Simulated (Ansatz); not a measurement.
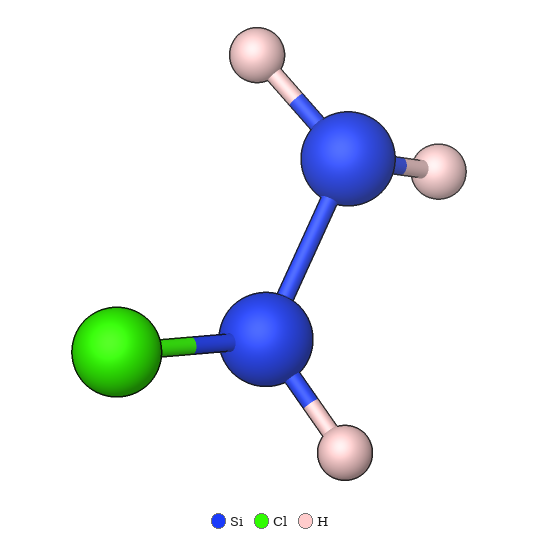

Rendered structure (ball-and-stick style). Every bond is drawn as one stick, whatever its order.

Description:

Formula ClH₃Si₂. This geometry has C1 symmetry. Coordination, clear cases only: 1 Si trigonal pyramidal.

More results for the same structure follow; atom numbers are the same in all pictures, views and colours differ. Computed geometry: PBE0-D4/def2-TZVP optimisation. No frequency run is at hand to confirm it as a minimum.

### Shape

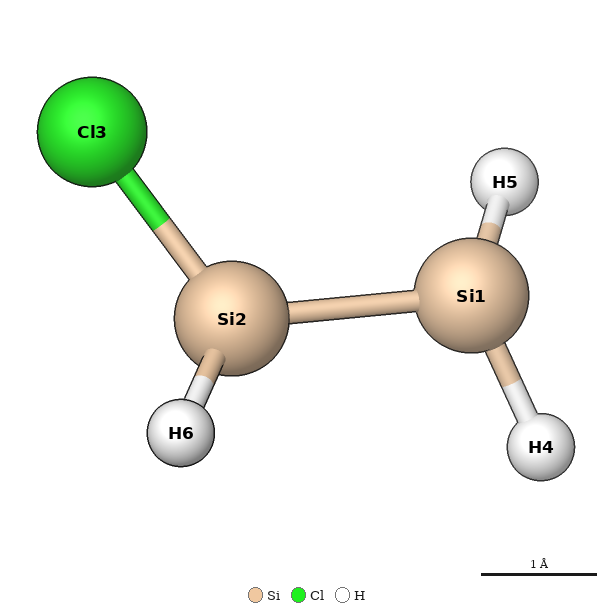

Numbered structure. No frequency run is at hand to confirm it as a minimum.

List the bonds and their lengths.

| bond | length (Å) |
| --- | --- |
| Si1–Si2 | 2.175 |
| Si1–H4 | 1.487 |
| Si1–H5 | 1.485 |
| Si2–Cl3 | 2.045 |
| Si2–H6 | 1.483 |

### Electronic properties

No frequency run is at hand to confirm it as a minimum. Level of theory: RKS PBE0-D4/def2-TZVPP (Ansatz 0.2.0).

What does the calculation give?

- HOMO energy (Kohn–Sham orbital): −6.26 eV
- LUMO energy (Kohn–Sham orbital): −2.44 eV
- HOMO–LUMO gap: 3.83 eV

### Dipole moment

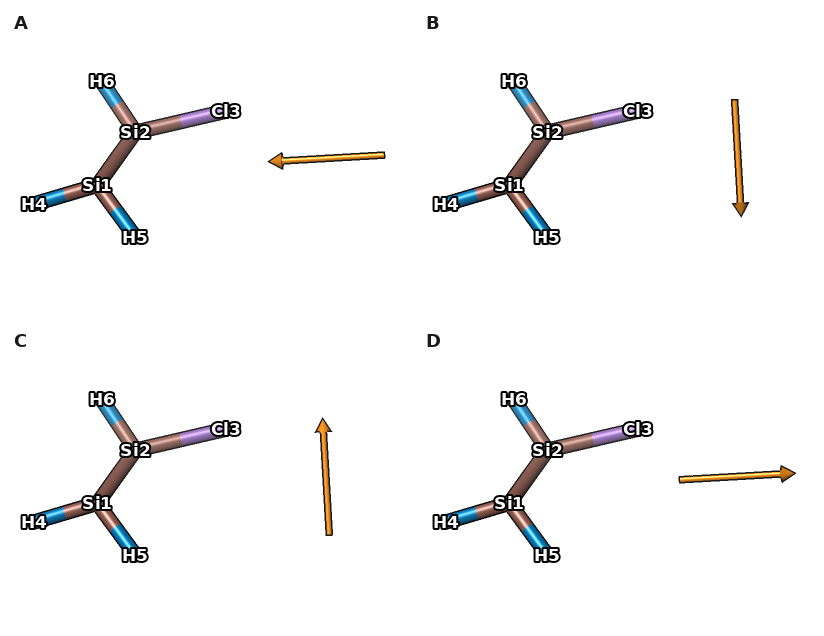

The same molecule four times, each with an arrow. No frequency run is at hand to confirm it as a minimum. Method: RKS PBE0-D4/def2-TZVP (Ansatz 0.2.0).

Which arrow points along the dipole moment, from the negative to the positive end?

A. The dipole moment is 0.73 D; it points from the side of Cl3 to the side of H4 (the outermost atoms at the two ends).

### Charges

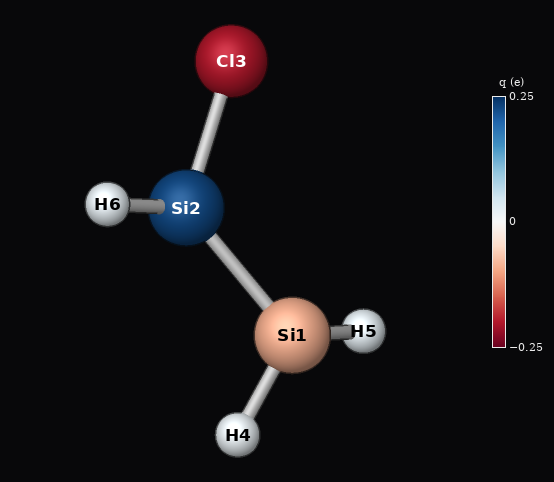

Atoms are coloured by their Mulliken charges. No frequency run is at hand to confirm it as a minimum. Properties computed with RKS PBE0-D4/def2-TZVP (Ansatz 0.2.0).

List the Mulliken charges.

| atom | value (e) |
| --- | --- |
| Si1 | −0.09 |
| Si2 | 0.23 |
| Cl3 | −0.20 |
| H4 | 0.02 |
| H5 | 0.02 |
| H6 | 0.02 |

Mulliken values depend strongly on the basis set and can even reverse the polarity of a bond.
